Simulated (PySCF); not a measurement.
**H$_{4}$OSi, SMILES `O[SiH3]`: what the electrons do**

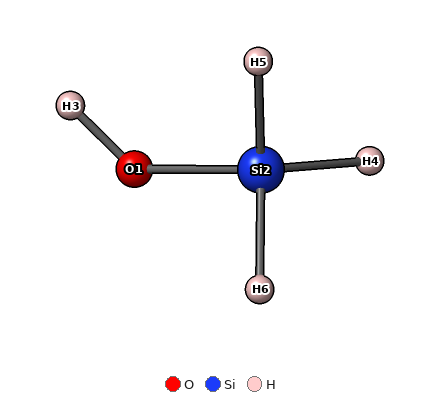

The molecule, with its atoms numbered as below. No frequency check shows the geometry to be a minimum.

Cartesian coordinates (Å):

```
O1      -1.0895   -0.1134   -0.0011
Si2      0.5324    0.0112    0.0000
H3      -1.6683    0.6415    0.0047
H4       1.0041   -0.6299   -1.2224
H5       0.9246    1.4215    0.0298
H6       1.0019   -0.6826    1.1959
```

### 1. Bonding charge

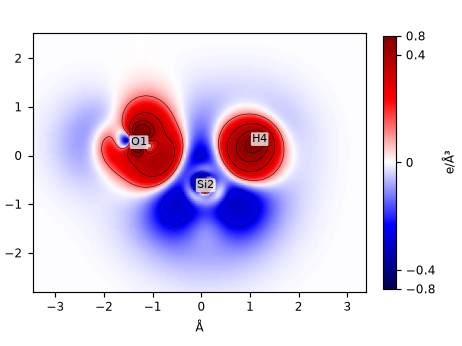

Deformation density (molecule less spherical, spin-averaged free atoms) in the plane of O1, Si2 and H4; colour scale in e/Å³, logarithmic beyond ±0.1; red: gain, blue: loss.

Method: B3LYP/def2-SVPD; geometry: GFN2-xTB; program: PySCF.

> How much density has each bond in this plane gained at its critical point, relative to the free atoms?

Si2–H4: +0.19 e/Å³ at the bond critical point (bond length 1.46 Å). O1–Si2: +0.03 e/Å³ at the bond critical point (bond length 1.63 Å); up to 0.6 Å beside the axis the gain reaches +0.35 e/Å³. In all, 1.4 electrons gather in the regions of gain relative to the promolecule. A small or negative value marks a very polar bond, one between electron-rich atoms, whose free-atom densities already overlap strongly, a long bond to a heavier atom, or a closed-shell contact such as a hydrogen bond.

> Where do the Hirshfeld charges lie?

The highest Hirshfeld charge is on Si2 (+0.40 e), the lowest on O1 (−0.31 e).

```
atom  charge (e)
  O1       −0.31
 Si2       +0.40
  H3       +0.17
  H4       −0.09
  H5       −0.09
  H6       −0.09
```

### 2. Local ionisation energy

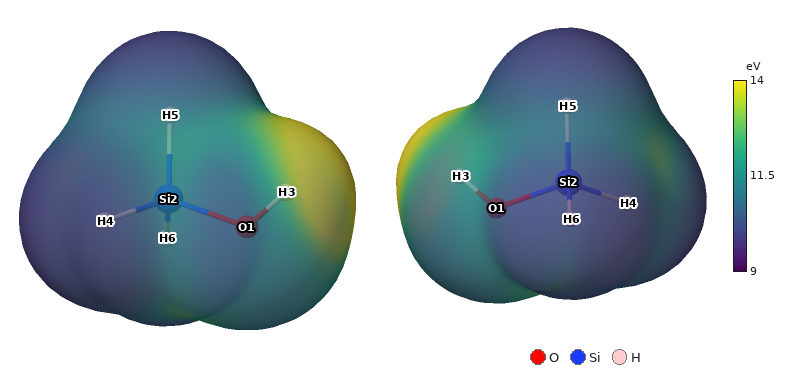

Average local ionisation energy on the surface of electron density 0.001 a.u. (back view left, front view right).

> Locate the minima of the map.

The lowest value is 9.8 eV, 1.5 Å from H6, and at like points elsewhere. Further minima include 10.6 eV, off the O1–H3 bond (1.8 to 1.9 Å from its atoms), and at like points elsewhere. For comparison, the highest occupied orbital lies at −8.5 eV.

### 3. In an electric field

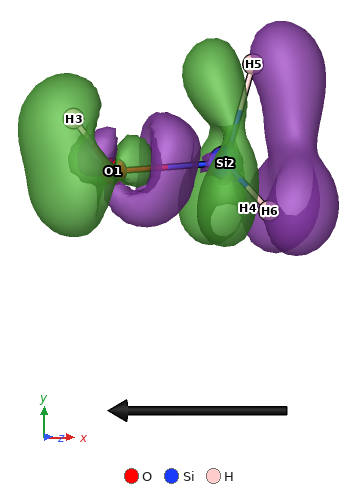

Change of the electron density in a uniform field of 0.21 V/Å along −x (arrow), surfaces at ±0.0015 e/Å³ (purple: gain, green: loss).

Computed with PySCF, B3LYP/def2-SVPD, geometry: GFN2-xTB.

The field was applied in both directions; the picture shows the one opposite to the script's first.

> What dipole is induced, and what polarisability does it imply?

The induced dipole is 0.34 D (along the field); α along this axis, from the fields in both directions, is 33 bohr³ (4.9 Å³).

### 4. Removing or adding an electron

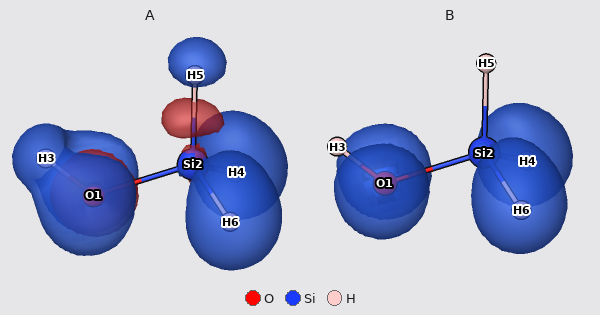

The Fukui function f⁻ from two separate SCF calculations and the density of the HOMO, at ±0.03 e/Å³ (blue positive, red negative).

PySCF calculation, B3LYP/def2-SVPD, gas phase; geometry: GFN2-xTB.

> Which panel is which, and how good is the frozen-orbital picture?

A is f⁻ (it has negative regions), B the HOMO density. The HOMO lies on O1 (44 %), Si2 (22 %) and H4 and H6 (15 % each); f⁻ (Hirshfeld-condensed) is largest on O1 (0.27), Si2 (0.23) and H4 and H6 (0.17 each); the vertical ionisation energy is 11.21 eV. Relaxation shifts 17 % of the electron between atoms. The orbital energy is −8.47 eV.
